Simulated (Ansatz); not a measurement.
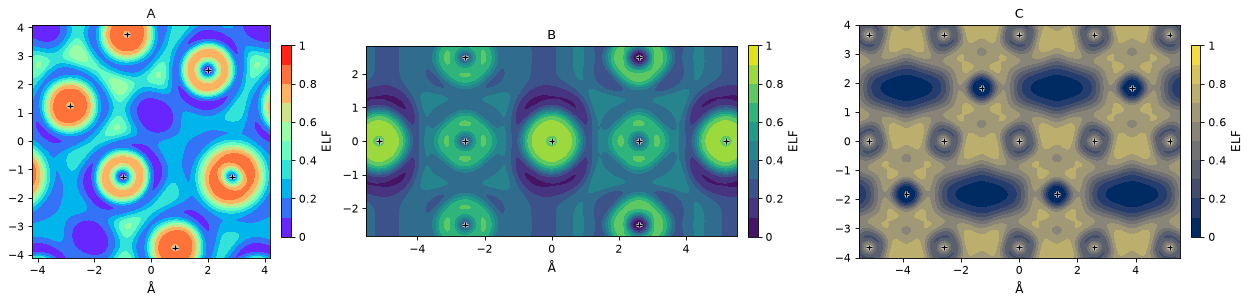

The electron localisation function of 3 systems, each on a plane through atoms (crosses mark nuclei in the plane).

All numbers below come from Ansatz, DFT PBE, scalar-relativistic, plane waves, PAW.

System 1: Hf$_{2}$Sc$_{3}$N, the (111) plane of the conventional cell. Space group P6/mmm; a structure generated by program, which may or may not match a known phase.

System 2: Hf$_{2}$Os$_{3}$W, the (11̄0) plane of the conventional cell. Space group P4/mmm; a structure generated by program, which may or may not match a known phase; computed without spin polarisation.

```
CELL_PARAMETERS angstrom
3.52057 0.00000 0.00000
0.00000 3.52057 0.00000
0.00000 0.00000 10.33397
ATOMIC_POSITIONS crystal
Hf 0.50000 0.50000 0.24923
Hf 0.50000 0.50000 0.75077
Os 0.00000 0.00000 0.00000
Os 0.50000 0.50000 0.50000
Os 0.50000 0.50000 0.00000
W 0.00000 0.00000 0.50000
```

System 3: Si$_{4}$B, the (101) plane of the conventional cell. Space group Im-3m; a structure generated by program, which may or may not match a known phase; computed without spin polarisation.

```yaml
crystal:
  lattice:
    - [5.16683, 0.00000, 0.00000]
    - [0.00000, 5.16683, 0.00000]
    - [0.00000, 0.00000, 5.16683]
  atoms:
    - { symbol: Si, position: [0.25000, 0.25000, 0.75000] }
    - { symbol: Si, position: [0.75000, 0.75000, 0.25000] }
    - { symbol: Si, position: [0.25000, 0.75000, 0.25000] }
    - { symbol: Si, position: [0.75000, 0.25000, 0.75000] }
    - { symbol: Si, position: [0.75000, 0.25000, 0.25000] }
    - { symbol: Si, position: [0.25000, 0.75000, 0.75000] }
    - { symbol: Si, position: [0.25000, 0.25000, 0.25000] }
    - { symbol: Si, position: [0.75000, 0.75000, 0.75000] }
    - { symbol: B, position: [0.00000, 0.00000, 0.00000] }
    - { symbol: B, position: [0.50000, 0.50000, 0.50000] }
```

> Which map belongs to which system?

Panel A is system 1, Hf$_{2}$Sc$_{3}$N: the plane holds Hf, Sc and N. Hf–N (3.20 Å): the ELF is about 0.15 at the midpoint: no localised pair shows between them. Panel B is system 2, Hf$_{2}$Os$_{3}$W: the plane holds Hf, Os and W. Os–Os (2.49 Å): the ELF is about 0.35 at the midpoint. Panel C is system 3, Si$_{4}$B: the plane holds Si and B. Si–B (2.24 Å): the ELF peaks at about 0.70 between the atoms.
